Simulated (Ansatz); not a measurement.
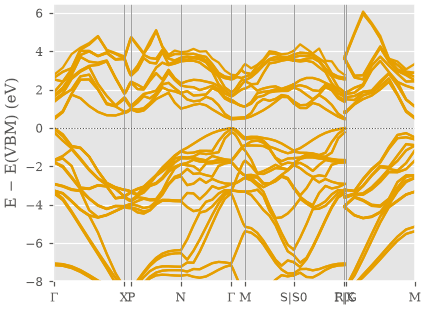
Band structure from r²SCAN with spin–orbit coupling in the plane-wave PAW code Ansatz

Read off the gap and where the band edges lie.

About 0.5 eV (0.46 eV by a search for the band edges); maximum at Γ, minimum at Γ.

The material is SiGe in space group I-4m2 (No. 119; Pearson symbol tI20).

The start of the workflow was typed in or built on a structure type; neither database checked (COD, Materials Project) lists it. Whether it is the stable phase at ambient conditions was not checked. Symmetry was held in the r²SCAN relaxation; its stability against distortions is not shown here.

Potentials: the later of the program's two PAW sets.
